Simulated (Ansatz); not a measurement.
The calculation's input:

```
crystal:
  periodic: [false, false, false]
  atoms:
    - {symbol: Si, position_ang: [0.793336, 0.372826, 1.049721]}
    - {symbol: N, position_ang: [0.770856, -1.009509, -0.212752]}
    - {symbol: Si, position_ang: [0.457837, -0.639139, -1.901464]}
    - {symbol: N, position_ang: [-0.598110, 1.324974, 0.564201]}
    - {symbol: Si, position_ang: [-2.263444, 0.849532, 0.588251]}
    - {symbol: F, position_ang: [0.262794, -0.439074, 2.337305]}
    - {symbol: H, position_ang: [1.972271, -1.027608, 0.246499]}
    - {symbol: O, position_ang: [2.570084, -0.482115, 1.164973]}
    - {symbol: H, position_ang: [0.256592, -1.814874, 0.134819]}
    - {symbol: H, position_ang: [1.310249, 0.524057, -2.245396]}
    - {symbol: H, position_ang: [0.843919, -1.812034, -2.726927]}
    - {symbol: H, position_ang: [-0.969914, -0.322652, -2.144164]}
    - {symbol: H, position_ang: [-0.413606, 2.314118, 0.489375]}
    - {symbol: H, position_ang: [-2.974216, 1.200752, 1.848302]}
    - {symbol: H, position_ang: [-2.302004, -0.628187, 0.427868]}
    - {symbol: H, position_ang: [-3.004573, 1.481144, -0.538671]}
    - {symbol: H, position_ang: [3.287727, 0.107790, 0.918161]}
basis:
  gaussian: {orbitals: def2-TZVPP}
magnetization: {spin_polarized: true, initial_magnetization: 1}
hamiltonian: {xc: pbe0, dispersion: d4}
output: {orbitals: {seedname: orbitals}}
```

Run with:

```sh
ansatz run in.yaml --threads 4 --pin off --events-out ev --progress --plain --max-ram 66560MiB --backend cuda --devices 0, --max-vram 37GiB
```

A transition-state structure; geometry: PBE0-D4/def2-TZVP.

Theory: UKS PBE0-D4/def2-TZVPP in Ansatz 0.2.0.

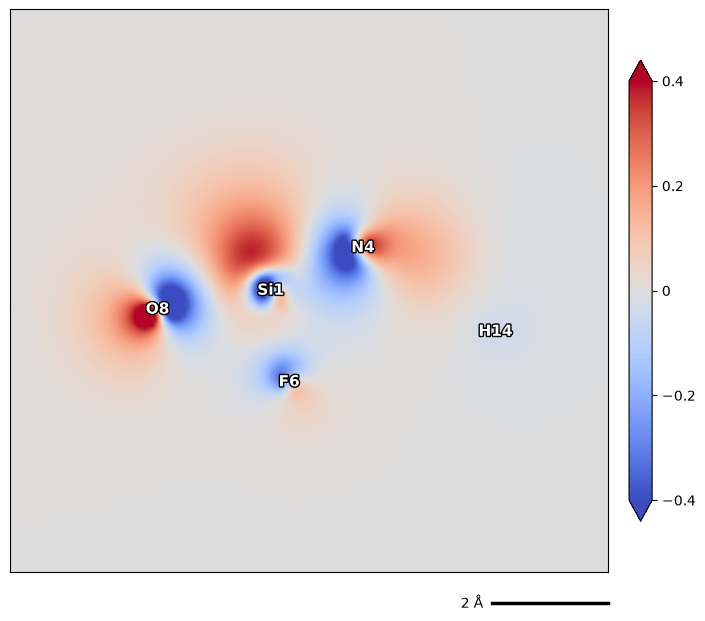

FH10N2OSi3 (doublet). The HOMO (α) on the plane of atoms N4, Si1 and O8 (values in Å⁻³ᐟ²; the overall sign is arbitrary).

Question: Where does this orbital lie, and at what energy?

Answer: By Hirshfeld shares it lies mainly on Si1 (about 60 %), O8 (about 15 %) and N4 (about 10 %). Its energy is −5.17 eV.
